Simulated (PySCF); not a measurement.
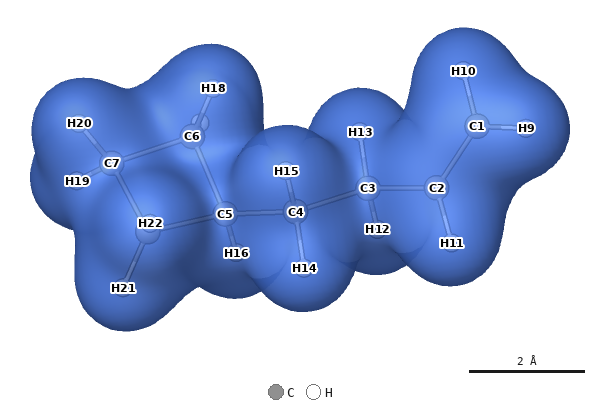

Figure. C$_{8}$H$_{14}$. Isosurface of the electron density at 0.1 e/Å³ (blue), seen at a tilt.

Geometry: GFN2-xTB.

Level of theory: PySCF, PBE0/pcSseg-1, SCF density, gas phase, non-relativistic.

The calculation's input:

```
{"job": {"kind": "nmr", "xc": "PBE0", "basis": "pcSseg-1"}, "charge": 0, "multiplicity": 1}
C      3.683444     0.198109    -0.478730
C      2.796269    -0.007153     0.476092
C      1.455144    -0.633853     0.270499
C      0.330326     0.358053     0.585597
C     -1.043630    -0.268080     0.408222
C     -1.516819    -0.536210    -1.032937
C     -2.857346     0.136265    -0.703120
C     -2.256968     0.659251     0.609927
H      4.635819     0.662568    -0.286382
H      3.495243    -0.095256    -1.498901
H      3.008588     0.302036     1.491990
H      1.356169    -1.499746     0.931948
H      1.357877    -0.978916    -0.760153
H      0.433629     0.708992     1.615819
H      0.425264     1.224946    -0.072735
H     -1.117983    -1.165389     1.026692
H     -1.567952    -1.579609    -1.336505
H     -0.938646     0.017997    -1.769772
H     -3.659514    -0.580952    -0.542193
H     -3.198553     0.893032    -1.406211
H     -2.846573     0.491481     1.509112
H     -1.984199     1.711819     0.560107
```

Run with:

```sh
OMP_NUM_THREADS=1 python probes_run.py task.json out
```

Question: How is the density connected at this value?

Answer: At this value the surface is in one piece. It bridges the sampled C–C (1.32 Å), C–H (1.08 Å) and C–C (1.49 Å) contacts, where the density stays above the isovalue. On the grid the lowest density along these lines, outside the cores, is 2.3 e/Å³ (C–C, 1.32 Å), 1.9 e/Å³ (C–H, 1.08 Å) and 1.7 e/Å³ (C–C, 1.49 Å).
